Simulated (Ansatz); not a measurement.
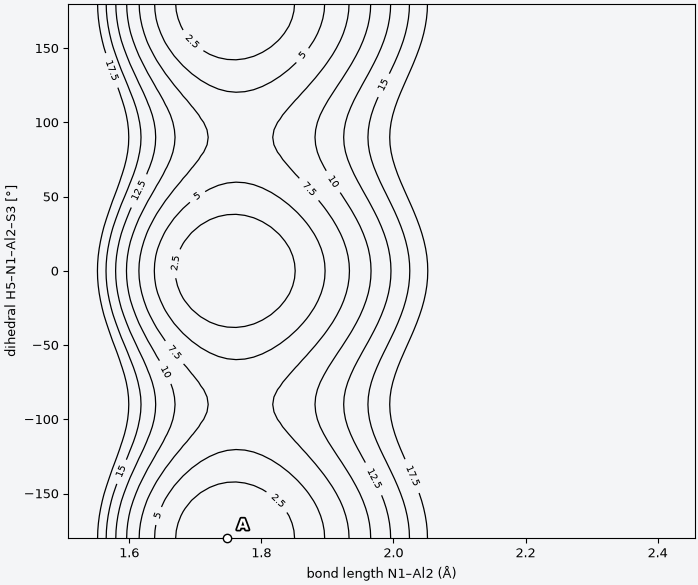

AlClH3NS, SMILES [NH2][Al]([SH])[Cl]. The first coordinate is: bond length N1–Al2; the second: dihedral H5–N1–Al2–S3. Nothing is relaxed (all other coordinates rigid). Grid: 15 × 15 points; 207 points were computed and 18 follow by symmetry. Points are written as (first, second). Energies are in kcal/mol, from the relaxed molecule at the same level. These are results of RKS PBE0-D4/def2-TZVP in Ansatz 0.2.0, not measurements.

Drawn: contour lines labelled in kcal/mol (none above 17.5), the point A. Between grid points the surface is interpolated.

> What is the easiest way out of the well at A, and how high is the barrier?

The easiest path leads from the well at about (1.75 Å, −180°) to a well of about the same depth at about (1.75 Å, 0°). Its highest point lies about 6.7 kcal/mol above the bottom of the first well on the interpolated surface, at about (1.77 Å, −90°). The start is the relaxed structure and all else is held, so a fully relaxed path at this level can only be lower.

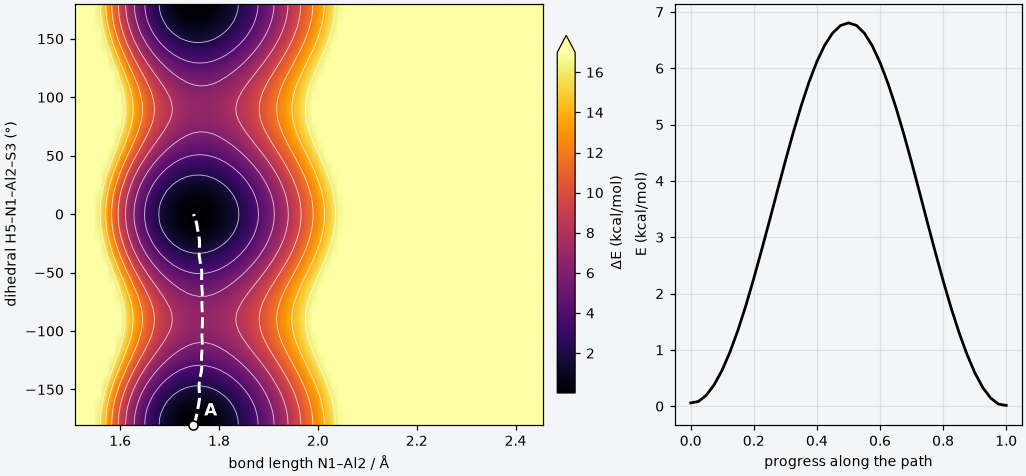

Drawn: a smooth colour map with a few white contour lines, a line along the lowest path, one colour for all values above the top of the scale, the energy along the path at the right. Between grid points the surface is interpolated.
